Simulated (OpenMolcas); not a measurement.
# CuH$_{2}$SCl$_{5}$ (charge −3): single-point calculation (part 3 of 3)

The same run, continued: CuH$_{2}$SCl$_{5}$, charge −3, multiplicity 2; CASPT2/ANO-RCC-VDZ, DKH2 (OpenMolcas 26.06). The geometry comes from this level: GFN1-xTB.

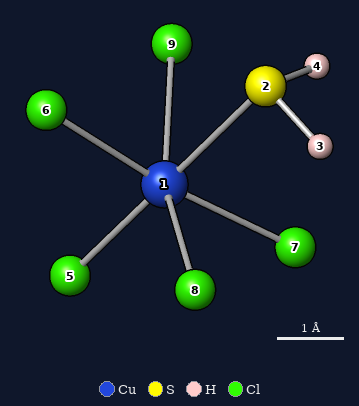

The input geometry (ball-and-stick view, seen at a tilt; atoms are numbered from 1 in the order of the input). Sticks mark near contacts.

Log, continued
```
                CU1     S2      H3      H4      CL5     CL6     CL7     CL8     CL9
      1s      -0.0000  0.0000  0.0000  0.0000  0.0000  0.0000  0.0000  0.0000  0.0000
      2s      -0.0000 -0.0000 -0.0000 -0.0000  0.0000  0.0000  0.0000  0.0000  0.0000
      2px      0.0000  0.0000  0.0000  0.0000 -0.0000 -0.0000 -0.0000 -0.0000 -0.0000
      2pz      0.0000 -0.0000  0.0000  0.0000 -0.0000 -0.0000 -0.0000  0.0000  0.0000
      2py     -0.0000 -0.0000  0.0000  0.0000 -0.0000 -0.0000 -0.0000 -0.0000 -0.0000
      3s      -0.0000  0.0019  0.0000  0.0000  0.0017  0.0013  0.0012  0.0000  0.0000
      3px      0.0000  0.0001  0.0000  0.0000  0.0000  0.0150  0.0134  0.0000  0.0000
      3pz      0.0000  0.0117  0.0000  0.0000  0.0181  0.0001  0.0003  0.0000  0.0000
      3py     -0.0000  0.0000  0.0000  0.0000  0.0000  0.0000  0.0000  0.0000  0.0000
      4s      -0.0002 -0.0012  0.0000  0.0000 -0.0010 -0.0011 -0.0010 -0.0000  0.0000
      3d2+     0.2487  0.0000  0.0000  0.0000  0.0000  0.0000  0.0000  0.0000  0.0000
      3d1+     0.0015  0.0000  0.0000  0.0000  0.0000  0.0000  0.0000  0.0000  0.0000
      3d0      0.6834  0.0000  0.0000  0.0000  0.0000  0.0000  0.0000  0.0000  0.0000
      3d1-     0.0002  0.0000  0.0000  0.0000  0.0000  0.0000  0.0000  0.0000  0.0000
      3d2-     0.0000  0.0000  0.0000  0.0000  0.0000  0.0000  0.0000  0.0000  0.0000
      4px      0.0000  0.0000  0.0000  0.0000 -0.0000 -0.0011 -0.0011  0.0000  0.0000
      4pz      0.0007 -0.0007  0.0000  0.0000 -0.0006 -0.0000 -0.0000  0.0000  0.0000
      4py     -0.0000 -0.0000  0.0000  0.0000 -0.0000 -0.0000 -0.0000  0.0000  0.0000
      5s       0.0000  0.0000  0.0000  0.0000  0.0000  0.0000  0.0000  0.0000  0.0000
      4d2+     0.0023  0.0000  0.0000  0.0000  0.0000  0.0000  0.0000  0.0000  0.0000
      4d1+     0.0000  0.0000  0.0000  0.0000  0.0000  0.0000  0.0000  0.0000  0.0000
      4d0      0.0062  0.0000  0.0000  0.0000  0.0000  0.0000  0.0000  0.0000  0.0000
      4d1-     0.0000  0.0000  0.0000  0.0000  0.0000  0.0000  0.0000  0.0000  0.0000
      4d2-     0.0000  0.0000  0.0000  0.0000  0.0000  0.0000  0.0000  0.0000  0.0000
      5px     -0.0000  0.0000  0.0000  0.0000  0.0000  0.0000  0.0000  0.0000  0.0000
      5pz     -0.0000  0.0000  0.0000  0.0000  0.0000  0.0000  0.0000  0.0000  0.0000
      5py     -0.0000  0.0000  0.0000  0.0000  0.0000  0.0000  0.0000  0.0000  0.0000
      Total    0.9428  0.0117 -0.0000 -0.0000  0.0183  0.0143  0.0128  0.0000  0.0000

      Total electronic spin=    1.000000
--

      LoProp population analysis for root number:  1
      -----------------------------------------------

++    LoProp analysis:
      ----------------

++    Static properties:
      ------------------

      LoProp Charges per center

                   CU1      S2       H3       H4       CL5      CL6      CL7      CL8      CL9
      Nuclear     29.0000  16.0000   1.0000   1.0000  17.0000  17.0000  17.0000  17.0000  17.0000
      Electronic -27.6192 -16.1357  -0.8975  -0.8967 -17.8349 -17.8616 -17.8685 -17.9424 -17.9435

      Total        1.3808  -0.1357   0.1025   0.1033  -0.8349  -0.8616  -0.8685  -0.9424  -0.9435
--

      Natural Bond Order analysis for root number:  1

++    Natural Bond Order analysis
      ---------------------------
      Based on LoProp computed density
      -------------------------------------------------------------------------------------
      Atom A       Atom B       Bond Order
      -------------------------------------------------------------------------------------
      NBO located      0.996 non-bonded electrons on atom CU1
      NBO located      0.997 non-bonded electrons on atom CU1
      NBO located      0.998 non-bonded electrons on atom CU1
      NBO located      0.998 non-bonded electrons on atom CU1
      NBO located      0.998 non-bonded electrons on atom CU1
      NBO located      0.999 non-bonded electrons on atom CU1
      NBO located      0.999 non-bonded electrons on atom CU1
      NBO located      1.000 non-bonded electrons on atom CU1
      NBO located      1.000 non-bonded electrons on atom CU1
      NBO located      1.000 non-bonded electrons on atom CU1
      NBO located      1.000 non-bonded electrons on atom CU1
      NBO located      1.000 non-bonded electrons on atom CU1
      NBO located      0.933 non-bonded electrons on atom S2
      NBO located      0.997 non-bonded electrons on atom S2
      NBO located      0.999 non-bonded electrons on atom S2
      NBO located      1.000 non-bonded electrons on atom S2
      NBO located      1.000 non-bonded electrons on atom S2
      NBO located      1.000 non-bonded electrons on atom S2
      NBO located      0.986 non-bonded electrons on atom CL5
      NBO located      0.997 non-bonded electrons on atom CL5
      NBO located      1.000 non-bonded electrons on atom CL5
      NBO located      1.000 non-bonded electrons on atom CL5
      NBO located      1.000 non-bonded electrons on atom CL5
      NBO located      1.000 non-bonded electrons on atom CL5
      NBO located      1.000 non-bonded electrons on atom CL5
      NBO located      0.900 non-bonded electrons on atom CL6
      NBO located      0.990 non-bonded electrons on atom CL6
      NBO located      0.995 non-bonded electrons on atom CL6
      NBO located      1.000 non-bonded electrons on atom CL6
      NBO located      1.000 non-bonded electrons on atom CL6
      NBO located      1.000 non-bonded electrons on atom CL6
      NBO located      1.000 non-bonded electrons on atom CL6
      NBO located      1.000 non-bonded electrons on atom CL6
      NBO located      0.903 non-bonded electrons on atom CL7
      NBO located      0.991 non-bonded electrons on atom CL7
      NBO located      0.994 non-bonded electrons on atom CL7
      NBO located      1.000 non-bonded electrons on atom CL7
      NBO located      1.000 non-bonded electrons on atom CL7
      NBO located      1.000 non-bonded electrons on atom CL7
      NBO located      1.000 non-bonded electrons on atom CL7
      NBO located      1.000 non-bonded electrons on atom CL7
      NBO located      0.965 non-bonded electrons on atom CL8
      NBO located      1.011 non-bonded electrons on atom CL8
      NBO located      1.005 non-bonded electrons on atom CL8
      NBO located      1.002 non-bonded electrons on atom CL8
      NBO located      1.000 non-bonded electrons on atom CL8
      NBO located      1.000 non-bonded electrons on atom CL8
      NBO located      1.000 non-bonded electrons on atom CL8
      NBO located      1.000 non-bonded electrons on atom CL8
      NBO located      1.000 non-bonded electrons on atom CL8
      NBO located      0.966 non-bonded electrons on atom CL9
      NBO located      1.010 non-bonded electrons on atom CL9
      NBO located      1.005 non-bonded electrons on atom CL9
      NBO located      1.003 non-bonded electrons on atom CL9
      NBO located      1.000 non-bonded electrons on atom CL9
      NBO located      1.000 non-bonded electrons on atom CL9
      NBO located      1.000 non-bonded electrons on atom CL9
      NBO located      1.000 non-bonded electrons on atom CL9
      NBO located      1.000 non-bonded electrons on atom CL9
      The remaining    9.500 electrons are to be considered as diffuse
--

--

      Average orbitals are written to the RASORB file
      Natural orbitals for root   1 are written to the RASORB.1 file
      Spin density orbitals for root   1 are written to the SPDORB.1 file

--- Stop Module: rasscf /rc=_RC_ALL_IS_WELL_ ---
--- Module rasscf spent 7 seconds ---

--- Start Module: caspt2 ---

                                              &CASPT2

                       available to each process: 1.9 GB of memory, 1 thread

++    Wave function specifications:
      -----------------------------

      Number of closed shell electrons          54
      Number of electrons in active shells       9
      Max number of holes in RAS1 space          0
      Max number of electrons in RAS3 space      0
      Number of inactive orbitals               27
      Number of active orbitals                  5
      Number of secondary orbitals              41
      Spin quantum number                      0.5
      State symmetry                             1
      Number of CSFs                             5
      Number of CASSCF root(s) available         1
      CASPT2 state passed to geometry opt.       1
      A file JOBMIX will be created
      This is a CASSCF or RASSCF reference function
--

++    Orbital specifications:
      -----------------------

      Symmetry species                           1
                                                 a
      Frozen orbitals                           36
      Inactive orbitals                         27
      Active orbitals                            5
      Secondary orbitals                        41
      Deleted orbitals                           0
      Number of basis functions                109
--

++    CASPT2 specifications:
      ----------------------

      Type of calculation                        SS-CASPT2
      Fock operator                              state-specific
      IPEA shift                                 0.25
      Real shift                                 0.00
      Imaginary shift                            0.20
      The input orbitals will be transformed to quasi-canonical
--

--------------------------------------------------------------------------------
 Estimated memory requirements:
  POLY3 :                   250530
  RHS:                      922232
  SIGMA :                   900916
  PRPCTL:                        0
 Available workspace:    232485395

++ CASPT2 computation for group   1

********************************************************************************
 Multi-State initialization phase begins for group   1
--------------------------------------------------------------------------------
********************************************************************************
 Compute H0 matrices for state    1
--------------------------------------------------------------------------------
--------------------------------------------------------------------------------
 H0 matrices have been computed.

********************************************************************************
  CASPT2 EQUATION SOLUTION
--------------------------------------------------------------------------------

  Total nr of CASPT2 parameters:
   Before reduction:     1083803
   After  reduction:      902478

 Variance of |WF0>:       3.2018353276

 The contributions to the second order correlation energy in atomic units.
-----------------------------------------------------------------------------------------------------------------------------
  IT.      VJTU        VJTI        ATVX        AIVX        VJAI        BVAT        BJAT        BJAI        TOTAL       RNORM
-----------------------------------------------------------------------------------------------------------------------------
   1     0.000000    0.000000   -0.000887   -0.009024   -0.009467   -0.190337   -0.130003   -0.309202   -0.648920    0.003083
   2     0.000000    0.000000   -0.000890   -0.009089   -0.009497   -0.190456   -0.130024   -0.309336   -0.649292    0.000390
   3     0.000000    0.000000   -0.000891   -0.009092   -0.009499   -0.190466   -0.130025   -0.309338   -0.649311    0.000059
   4     0.000000    0.000000   -0.000890   -0.009092   -0.009498   -0.190462   -0.130024   -0.309333   -0.649300    0.000004
-----------------------------------------------------------------------------------------------------------------------------

  FINAL CASPT2 RESULT:

      Reference energy:       -4357.5507080618
      E2 (Non-variational):      -0.6492998765
      Shift correction:          -0.0034144882
      E2 (Variational):          -0.6527143647
      Total energy:           -4358.2034224265
      Residual norm:              0.0000007520
      Reference weight:           0.83351

      Contributions to the CASPT2 correlation energy
      Active & Virtual Only:         -0.1913521279
      One Inactive Excited:          -0.1391165427
      Two Inactive Excited:          -0.3188312060

++ Denominators, etc.
--------------------------------------------------------------------------------------------------------------
 Report on small energy denominators, large coefficients, and large energy contributions.
CASE  SYMM ACTIVE-MIX  NON-ACTIVE INDICES          DENOMINATOR     RHS VALUE       COEFFICIENT     CONTRIBUTION
VJTU     1  Mu1.0001  In1.048                       0.25773065     -0.00000004     -0.00159477      0.00000000
VJTU     1  Mu1.0001  In1.049                       0.19609479      0.00000035      0.00197191      0.00000000
VJTU     1  Mu1.0001  In1.050                       0.17122362      0.00000035      0.00266518      0.00000000
VJTU     1  Mu1.0001  In1.051                       0.16100575     -0.00000177     -0.00991197      0.00000002
VJTU     1  Mu1.0001  In1.052                       0.15598902     -0.00000016     -0.00013445      0.00000000
VJTU     1  Mu1.0001  In1.053                       0.14721925      0.00000066      0.00207895      0.00000000
VJTU     1  Mu1.0001  In1.054                       0.14612732      0.00000023      0.00133145      0.00000000
VJTU     1  Mu1.0001  In1.055                       0.12998979     -0.00000026      0.00023096     -0.00000000
VJTU     1  Mu1.0001  In1.056                       0.12720776      0.00000268     -0.00158817     -0.00000000
VJTU     1  Mu1.0001  In1.057                       0.12484091     -0.00000046      0.00106760     -0.00000000
VJTU     1  Mu1.0001  In1.058                       0.11348427      0.00000020     -0.00005229     -0.00000000
VJTU     1  Mu1.0001  In1.059                       0.11061475      0.00000043     -0.00004935     -0.00000000
VJTU     1  Mu1.0001  In1.060                       0.10843331      0.00000077      0.00028852      0.00000000
VJTU     1  Mu1.0001  In1.061                       0.10523048      0.00000010     -0.00002713     -0.00000000
VJTU     1  Mu1.0001  In1.062                       0.10204897      0.00000237     -0.00046882     -0.00000000
VJTU     1  Mu1.0001  In1.063                       0.09713685     -0.00000065     -0.00002503      0.00000000
BVATP    1  Mu1.0010  Se1.102 Se1.102               4.96363556     -0.18189026      0.03655333     -0.00664869
BVATP    1  Mu1.0013  Se1.103 Se1.102               5.01662526     -0.16915162      0.03362900     -0.00568840
BVATP    1  Mu1.0014  Se1.103 Se1.103               5.06961480      0.18867023     -0.03710544     -0.00700069
BVATP    1  Mu1.0009  Se1.104 Se1.102               4.98462974     -0.15745483      0.03150967     -0.00496135
BVATP    1  Mu1.0012  Se1.104 Se1.103               5.03761932     -0.16898467      0.03345414     -0.00565324
BVATP    1  Mu1.0008  Se1.104 Se1.104               5.00562371     -0.18183006      0.03623030     -0.00658776
BVATP    1  Mu1.0007  Se1.105 Se1.102               5.26798569      0.16878619     -0.03193243     -0.00538975
BVATP    1  Mu1.0011  Se1.105 Se1.103               5.32097525     -0.16654380      0.03118511     -0.00519369
BVATP    1  Mu1.0006  Se1.105 Se1.104               5.28897972     -0.16808677      0.03167915     -0.00532485
BVATP    1  Mu1.0005  Se1.105 Se1.105               5.57233556     -0.17966091      0.03210656     -0.00576829
BVATM    1  Mu1.0010  Se1.103 Se1.102               5.01662507     -0.23863487      0.04745315     -0.01132398
BVATM    1  Mu1.0007  Se1.104 Se1.102               4.98462951      0.24546837     -0.04913128     -0.01206018
BVATM    1  Mu1.0009  Se1.104 Se1.103               5.03761919      0.23850558     -0.04722739     -0.01126400
BVATM    1  Mu1.0006  Se1.105 Se1.102               5.26798542     -0.25440092      0.04813315     -0.01224512
BVATM    1  Mu1.0008  Se1.105 Se1.103               5.32097510     -0.22605414      0.04235856     -0.00957533
BVATM    1  Mu1.0005  Se1.105 Se1.104               5.28897954     -0.25014305      0.04715732     -0.01179608
BVATM    1  Mu1.0003  Se1.106 Se1.102               5.13768376     -0.16153765      0.03145653     -0.00508141
BVATM    1  Mu1.0004  Se1.106 Se1.103               5.19067358      0.18845145     -0.03625406     -0.00683213
BVATM    1  Mu1.0002  Se1.106 Se1.104               5.15867799     -0.16429382      0.03185992     -0.00523439
BVATM    1  Mu1.0001  Se1.106 Se1.105               5.44203385     -0.15767803      0.02896964     -0.00456788
BJAIP    1  Se1.070 In1.046 Se1.070 In1.046         1.53940907      0.05651938     -0.03611807     -0.00204137
BJAIP    1  Se1.070 In1.046 Se1.095 In1.046         2.24847549     -0.05776010      0.02549325     -0.00147249
BJAIP    1  Se1.070 In1.047 Se1.070 In1.047         1.36968385      0.03677951     -0.02636871     -0.00096983
--

   (Skipping property calculation,
    use PROP keyword to activate)
--

  Total CASPT2 energies:
::    CASPT2 Root  1     Total energy:  -4358.20342243

  A NEW JOBIPH FILE NAMED 'JOBMIX' IS PREPARED.
********************************************************************************
--- Stop Module: caspt2 /rc=_RC_ALL_IS_WELL_ ---
--- Module caspt2 spent 2 seconds ---

.##################.
.# Happy landing! #.
.##################.

    Timing: Wall=15.49 User=14.16 System=1.18
```

This output came from the following input.

The input
```
&GATEWAY
 Coord
 9
 angstrom
 Cu       0.192550       0.007460      -0.737430
 S        0.225890      -0.044600       1.717690
 H       -0.603160       0.958040       1.930300
 H       -0.716960      -0.949180       1.895100
 Cl       0.152830       0.028970      -3.041180
 Cl       2.621080      -0.008840      -0.639260
 Cl      -2.244260       0.015960      -0.540580
 Cl       0.202310       2.801230      -0.254390
 Cl       0.169730      -2.809030      -0.330250
 Basis
 ANO-RCC-VDZ
 Group
 NoSym
 RICD

&SEWARD

&RASSCF
 FileOrb
 $CurrDir/step2.RasOrb
 Spin
 2
 Nactel
 9 0 0
 Inactive
 63
 Ras2
 5
 OrbListing
 Few
 OrbAppear
 Compact

&CASPT2
 Imaginary
 0.2
```

Launch command:
```bash
export MOLCAS_MEM=1860
pymolcas step7.input > step7.log
```

Results in brief

- outcome: converged
- total energy: −4358.203422 hartree
- CASSCF energy: −4357.550708 hartree
- basis functions: 109
- hardware: 1 thread of Arm Neoverse V2, 24 GiB of memory available, shared host
- wall time: 16 s
- peak memory: 0.16 GiB
